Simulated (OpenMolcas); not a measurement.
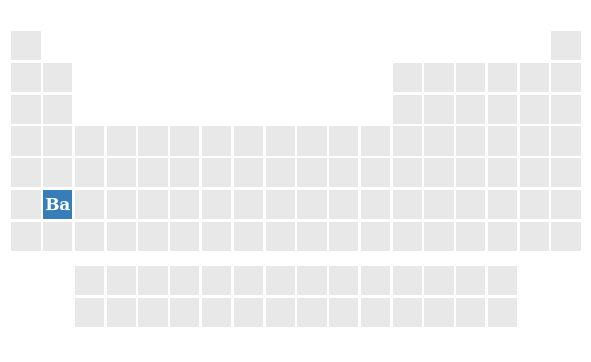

Figure 1. The place of barium in the periodic table.

# Run report: Ba⁺, multiconfigurational calculation

System: Ba⁺.
Method: state-averaged CASSCF, active space 1 electron in the shells 6s 6p 7s 7p, basis ANO-RCC-VQZP, DKH4 scalar Hamiltonian, spin-orbit coupling by RASSI with atomic mean-field integrals (OpenMolcas).

**Input**
```
&GATEWAY
Coord
1

Ba 0.0 0.0 0.0
Basis=ANO-RCC-VQZP
Group=XYZ
NoMove
AngMom=0.0 0.0 0.0
AMFI
&SEWARD
Relativistic=R04O02
&RASSCF
FileOrb=start.orb
Symmetry=1
Spin=2
nActEl=1 0 0
Inactive=15 12
Ras2=1 3
CIRoot=1 1 1
SDav=1
CIMx=300
Iter=120 100
PrWF=0.3
OrbListing=Nothing
MaxOrb=0
Atom
>>> COPY $Project.JobIph JOBPRE
&RASSCF
FileOrb=start.orb
Symmetry=2
Spin=2
nActEl=1 0 0
Inactive=15 12
Ras2=2 6
CIRoot=2 2 1
SDav=2
CIMx=300
Iter=94 100
PrWF=0.3
OrbListing=Nothing
MaxOrb=0
Atom
>>> COPY $Project.JobIph JOB001
&RASSCF
FileOrb=start.orb
Symmetry=1
Spin=2
nActEl=1 0 0
Inactive=15 12
Ras2=2 6
CIRoot=6 6 1
SDav=6
CIMx=300
Iter=94 100
PrWF=0.3
OrbListing=Nothing
MaxOrb=0
Atom
CIOnly
>>> COPY $Project.JobIph JOB002
```

The file start.orb holds starting orbitals from an earlier step.

Run as:
```bash
OMP_NUM_THREADS=1 MOLCAS_MEM=2252 MOLCAS_PROJECT=a pymolcas a.inp > a.log  # once for each step of the input, in one work folder
```

**The program's output (extracts)**
```
--- SEWARD ---
Basis set label: BA.ANO-RCC...9S8P5D3F2G.

      Electronic valence basis set:
      ------------------
      Associated Effective Charge  56.000000 au
      Associated Actual Charge     56.000000 au
      Nuclear Model: Point charge

      Shell  nPrim  nBasis  Cartesian Spherical Contaminant
         s      26       9        X
         p      22       8        X
         d      15       5                 X
         f       4       3                 X
         g       2       2                 X
Relativistic=R04O02
                  Relativistic Douglas-Kroll-Hess integrals:
                    - DKH order of Hamiltonian: 4
                    - DKH order of Properties : 2
--- RASSCF ---
Wave function specifications:
      -----------------------------

      Number of closed shell electrons          54
      Number of electrons in active shells       1
      Max number of holes in RAS1 space          0
      Max nr of electrons in RAS3 space          0
      Number of inactive orbitals               27
      Number of active orbitals                  8
      Number of secondary orbitals              62
      Spin quantum number                      0.5
      State symmetry                             2
Orbital specifications:
      -----------------------

      Symmetry species                           1   2
                                                ag  au
      Frozen orbitals                            0   0
      Inactive orbitals                         15  12
      Active orbitals                            2   6
      RAS1 orbitals                              0   0
      RAS2 orbitals                              2   6
      RAS3 orbitals                              0   0
      Secondary orbitals                        35  27
      Deleted orbitals                           0   0
      Number of basis functions                 52  45
      Number of CSFs                             6
      Number of root(s) required                 2
      Iter CI   SX   CI       RASSCF       Energy    max ROT     max BLB   max BLB  Level Ln srch  Step   QN
          iter iter root      energy       change     param      element    value   shift minimum  type update
 Nr of preliminary CI iterations:   3
 ###############################################################################
 ###############################################################################
 ###                                                                         ###
 ###                                                                         ###
 ###    WARNING: Problems in orbital optimization.                           ###
 ###                                                                         ###
 ###                                                                         ###
 ###############################################################################
 ###############################################################################
  Warning: In symmetry  1, orbital p=  16 has diagonal density matrix element D(p,p) close to zero. D(p,p)=  0.000000E+00
  Warning: In symmetry  1, orbital p=  17 has diagonal density matrix element D(p,p) close to zero. D(p,p)=  0.000000E+00
        ...
 ###############################################################################
  Warning: In symmetry  1, orbital p=  16 has diagonal density matrix element D(p,p) close to zero. D(p,p)=  0.000000E+00
  Warning: In symmetry  1, orbital p=  17 has diagonal density matrix element D(p,p) close to zero. D(p,p)=  0.000000E+00
        9   1    5    0  -131.52237495   -2.04E-09   1.84E-05   13  22 2 -7.89E-06   0.50   1.05    QN   YES
      Convergence after  9 iterations
       10   1    5    0  -131.52237495   -1.30E-10   1.84E-05   11  14 2  1.26E-06   0.50   1.05    QN   YES
      Natural orbitals and occupation numbers for root  1
      sym 1:   0.000000   0.000000
      sym 2:   1.000000  -0.000000   0.000000   0.000000   0.000000   0.000000
      Natural orbitals and occupation numbers for root  2
      sym 1:   0.000000   0.000000
      sym 2:  -0.000000   1.000000   0.000000   0.000000   0.000000   0.000000
::    RASSCF root number  1 Total energy:  -8131.52237495
::    RASSCF root number  2 Total energy:  -8131.52237495
--- RASSCF ---
Wave function specifications:
      -----------------------------

      Number of closed shell electrons          54
      Number of electrons in active shells       1
      Max number of holes in RAS1 space          0
      Max nr of electrons in RAS3 space          0
      Number of inactive orbitals               27
      Number of active orbitals                  8
      Number of secondary orbitals              62
      Spin quantum number                      0.5
      State symmetry                             1
Orbital specifications:
      -----------------------

      Symmetry species                           1   2
                                                ag  au
      Frozen orbitals                            0   0
      Inactive orbitals                         15  12
      Active orbitals                            2   6
      RAS1 orbitals                              0   0
      RAS2 orbitals                              2   6
      RAS3 orbitals                              0   0
      Secondary orbitals                        35  27
      Deleted orbitals                           0   0
      Number of basis functions                 52  45
      Number of CSFs                             2
      Number of root(s) required                 6
 ************ ERROR ***********
  You can't ask for more roots
  than there are configurations
 ******************************
--- Stop Module: rasscf at  /rc=_RC_INPUT_ERROR_ ---
.####################.
.# User input error #.
.####################.
```

**Outcome**

- outcome: refused by the program
- hardware: 1 CPU thread, shared host

**What went wrong**

One thing in this input was made wrong on purpose: wrong symmetry. The program refused the input: “You can't ask for more roots”. Caveats: RASSCF multiplicity 2: _RC_INPUT_ERROR_.
